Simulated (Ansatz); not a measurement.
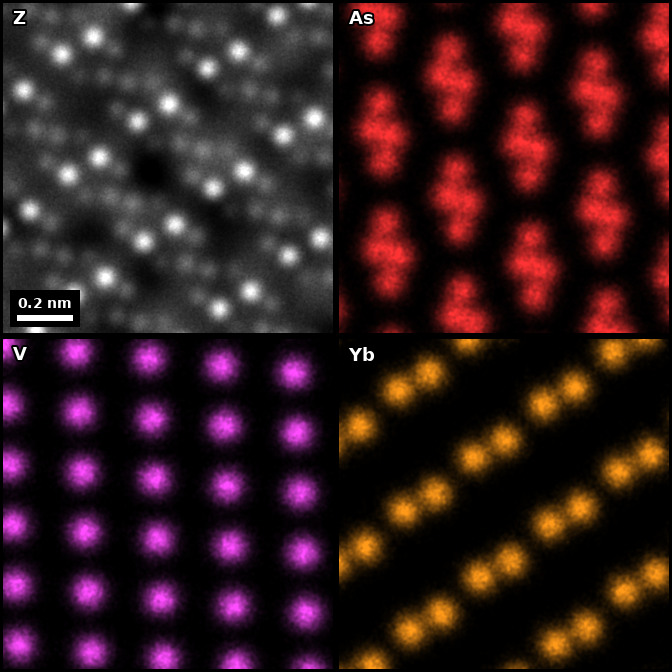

A crystal along [211]. Panel Z: Simulation: incoherent imaging, intensity Z^1.7 per atom, probe width 0.59 Å, thin sample. The probe carries 25 % of its weight in a tail 2.5 times as wide. Shot noise and the speckle of an amorphous layer were added. The other panels are simulated element maps (the number of atoms of one element along the beam, blurred by 0.9 Å, with counting noise; each on its own scale, no channelling).

Q: Which columns does each element occupy?

A: The projected cell (3.18 × 3.68 Å, 101°) holds 8 columns: 4 of As, 2 of V and 2 of Yb. No column is shared by two of the mapped elements. The brightest columns of the Z-contrast image hold Yb.

The crystal is YbVAs2 (P4/nmm, No. 129). Model: coordinates from a relaxation with DFT, PAW plane waves, pbe+U (Ansatz 0.2.0); the starting structure was generated, so it need not be a known form of this composition.
